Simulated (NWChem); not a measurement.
# CH6NPSi (SMILES C1NP[SiH2]1): a first try and a second

Wanted: a single-point energy of CH6NPSi, GAM/cc-pVDZ-DK (DKH3, esp resp).

The calculation is run with NWChem 7.3.0.

4 further runs of the same task are left out: 4 set aside as unsound or not needed.

## 1. The structure to begin with

The species is CH6NPSi (10 atoms), meant as a singlet with charge 0. As SMILES, `C1NP[SiH2]1`. Geometry: relaxed at PBE0-D4/def2-TZVP.

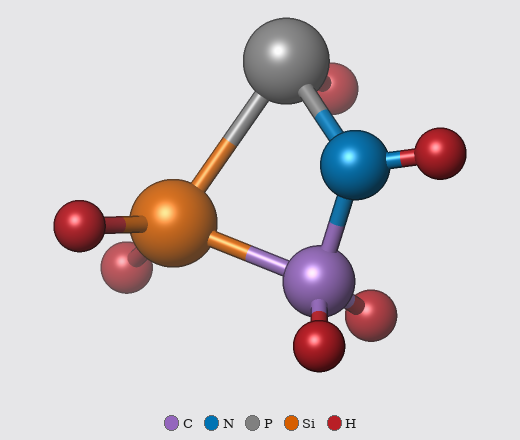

The structure, seen from a chosen angle (carbon purple, nitrogen blue, phosphorus grey, silicon orange, hydrogen red).

## 2. First attempt

The input, mol.nw:

```
start mol
title "CH6NPSi energy"
memory 2200 mb

geometry units angstrom noautoz
 C    -0.518900    0.753700   -0.280300
 N     0.388700    0.867200    0.865200
 P     0.973900   -0.716000    1.275900
 Si    0.382300   -0.797300   -0.907400
 H    -0.525900    1.647300   -0.910700
 H    -1.554200    0.512400    0.003600
 H     0.126500    1.500500    1.609100
 H    -0.253100   -1.393600    1.631500
 H     1.493100   -0.499900   -1.848100
 H    -0.429200   -1.925500   -1.435800
end

basis "ao basis" spherical bse
 * library cc-pVDZ-DK
end

relativistic
 douglas-kroll dk3
end

dft
 functional gga_x_gam gga_c_gam
 mult 1
 grid coarse
 maxiter 60
 mulliken
 print low
end

esp
 restrain
 range 0.4
 spacing 0.035
 recalculate
end

task dft energy
task esp
```

Run with:

```
$ nwchem mol.nw > mol.out
```

The log of the run:

```text
Northwest Computational Chemistry Package (NWChem) 7.3.0
             --------------------------------------------------------

           Job information
           ---------------

    nwchem branch   = 7.3.0
    use scalapack   = T
    input           = mol.nw
    prefix          = mol.
    data base       = ./mol.db
    status          = startup
    nproc           =        1

           Memory information
           ------------------

    heap     =     72089596 doubles =      550.0 Mbytes
    stack    =     72089601 doubles =      550.0 Mbytes
    global   =    144179200 doubles =     1100.0 Mbytes (distinct from heap & stack)
    total    =    288358397 doubles =     2200.0 Mbytes
    verify   = yes
    hardfail = no

           Directory information
           ---------------------

  0 permanent = .
  0 scratch   = .

                                NWChem Input Module
                                -------------------

                                  CH6NPSi energy
                                  --------------

 Scaling coordinates for geometry "geometry" by  1.889725989
 (inverse scale =  0.529177249)

 C1  symmetry detected

                             Geometry "geometry" -> ""
                             -------------------------

 Output coordinates in angstroms (scale by  1.889725989 to convert to a.u.)

[... 19 lines left out ...]
            Nuclear Dipole moment (a.u.)
[... 56 lines left out ...]
 Summary of "ao basis" -> "" (spherical)
 ------------------------------------------------------------------------------
       Tag                 Description            Shells   Functions and Types
 ---------------- ------------------------------  ------  ---------------------
 *                         cc-pVDZ-DK                 on all atoms

Douglas-Kroll integrals are switched on !

Integrals for the no-pair equation with
Douglas-Kroll Hamiltonian correct to third order in the external potential
will be computed (3rd-order Douglas-Kroll).

 ------------------------------------------------------------------------
 dft_input: unknown directive                   0
 ------------------------------------------------------------------------
 ------------------------------------------------------------------------
  current input line :
    27:  functional gga_x_gam gga_c_gam
 ------------------------------------------------------------------------
 ------------------------------------------------------------------------
 There is an error in the input file
 ------------------------------------------------------------------------

0:dft_input: unknown directive:Received an Error in Communication
  Errorcode: -1
```

Wall time 0.52 s (1 thread of Intel Xeon Platinum 8488C (Sapphire Rapids), shared host); peak memory 0.073 GiB.

## 3. Diagnosis

The program broke off before the end.

The telling line is `dft_input: unknown directive                   0`. What is wrong: the input text is malformed or holds a word that the program doesn't know (`functional`).

## 4. Second attempt

Edit mol.nw of step 2 so:

```diff
@@ -1,4 +1,4 @@
 start mol
-title "CH6NPSi energy"
 memory 2200 mb
+charge 0
 
@@ -26,8 +26,7 @@
 dft
- functional gga_x_gam gga_c_gam
+ xc gga_x_gam gga_c_gam
  mult 1
  grid coarse
- maxiter 60
  mulliken
- print low
+ print medium
 end
```

Run with:

```
$ nwchem mol.nw > mol.out
```

The log of the run:

```text
[...]
          Wavefunction type:  closed shell.
          No. of atoms     :    10
          No. of electrons :    48
[...]
          Charge           :     0
          Spin multiplicity:     1
[...]
          AO basis - number of functions:    94
[...]
              XC Information
              --------------
          Using LibXC version      7.1.2
                                         gga_x_gam  1.000
                                         gga_c_gam  1.000
[...]
 d= 0,ls=0.0,diis     1   -728.6427225286 -9.51D+02  9.57D-03  2.96D-01    12.1
[...]
 d= 0,ls=0.0,diis     9   -728.6819649012 -9.02D-07  3.04D-06  1.25D-07    59.1
         Total DFT energy =     -728.681964901171
      One electron energy =    -1448.014984701602
           Coulomb energy =      555.955607105156
    Exchange-Corr. energy =      -58.991804123691
 Nuclear repulsion energy =      222.369216818966
[...]
      Total Density - Mulliken Population Analysis
     ---------------------------------------------
    Atom       Charge   Shell Charges
 -----------   ------   -------------------------------------------------------
    1 C    6     5.94   2.01  0.69  0.37  2.05  0.75  0.07
    2 N    7     7.27   2.01  0.76  0.70  2.41  1.35  0.03
    3 P   15    14.95   2.00  2.02  0.93  0.78  6.00  1.78  1.25  0.19
    4 Si  14    13.83   2.00  2.02  0.83  0.43  6.00  1.55  0.76  0.24
    5 H    1     0.99   0.77  0.18  0.03
    6 H    1     1.00   0.77  0.19  0.03
    7 H    1     0.94   0.75  0.12  0.06
    8 H    1     1.02   0.72  0.28  0.02
    9 H    1     1.03   0.73  0.29  0.01
   10 H    1     1.04   0.73  0.30  0.01
[...]
 Dipole moment                                  0.605919    0.605625    0.604563
 Quadrupole moment Qxx                          2.855975    2.843987    2.909272
                   Qyy                         -0.713982   -0.710032   -0.664900
                   Qzz                         -2.141993   -2.133954   -2.244371
[...]
```

Wall time 72 s (1 thread of Intel Xeon Platinum 8488C (Sapphire Rapids), shared host); peak memory 0.11 GiB.

## 5. Results

At GAM/cc-pVDZ-DK (DKH3, esp resp):

```
     quantity          value
 total energy  -728.68196 Eh
dipole moment         1.63 D
  HOMO energy       -5.10 eV
  LUMO energy       -0.74 eV
HOMO–LUMO gap        4.36 eV
```

In words: Mulliken charges run from -0.27 on N2 to +0.17 on Si4; they depend strongly on the basis.
